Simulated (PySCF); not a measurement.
SMILES C#CCCC(C)C, GFN2-xTB optimised geometry. Atoms within 1.6 Å of the plane z = 0.0 Å (x, y, z in Å): C2 (0.95, -1.93, -1.47), C3 (1.36, -1.35, -0.21), C4 (0.74, 0.04, 0.00), C5 (-0.79, 0.04, 0.00), C6 (-1.36, -0.71, 1.20), C7 (-1.31, 1.48, 0.00), H9 (2.45, -1.26, -0.20), H10 (1.07, -2.02, 0.60), H11 (1.10, 0.45, 0.95), H12 (1.09, 0.70, -0.80), H13 (-1.14, -0.45, -0.92), H14 (-1.09, -1.77, 1.17), H16 (-2.45, -0.65, 1.21), H17 (-0.97, 2.00, 0.90), H18 (-2.40, 1.50, -0.02), H19 (-0.94, 2.02, -0.87).

Method: B3LYP/def2-SVP (PySCF). Cells within 0.4 Å of a nucleus heavier than hydrogen are left out (blank, or x).

Map of the HOMO amplitude (bohr^(-3/2)) on the plane z = 0.0 Å; orbital energy -7.30 eV, overall sign arbitrary:

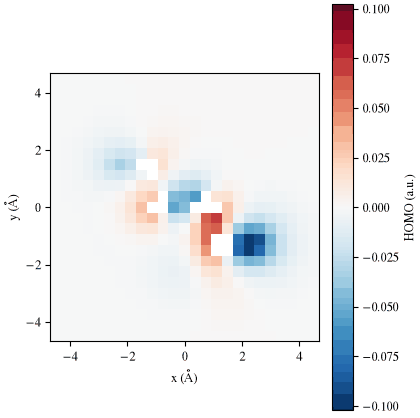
Fig. 1. HOMO amplitude (bohr^(-3/2)) on the plane z = 0.0 Å.
